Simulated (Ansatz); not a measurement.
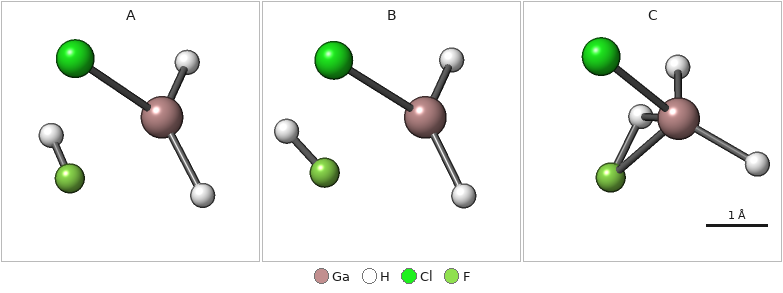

3 geometries from a converged minimum-energy path of GaH3ClF, shuffled. A ball-and-stick model, seen from a free direction.

Theory: RKS PBE-D4/def2-SVP (Ansatz). Set-up: 5 movable images; climbing image; force threshold 0.03 eV/Å; iteration limit 60; starting path through a guess of the saddle point.

Which frame is the top of the path?

C. In order along the path, whose images run from 0 to 6: B (image 1, +0.18 eV), A (image 2, +0.28 eV), C (image 4, +0.59 eV). Breaking: F–H (0.98 → 2.51 Å), Ga–H (1.57 → 2.58 Å). Forming: H–H (3.17 → 0.77 Å).
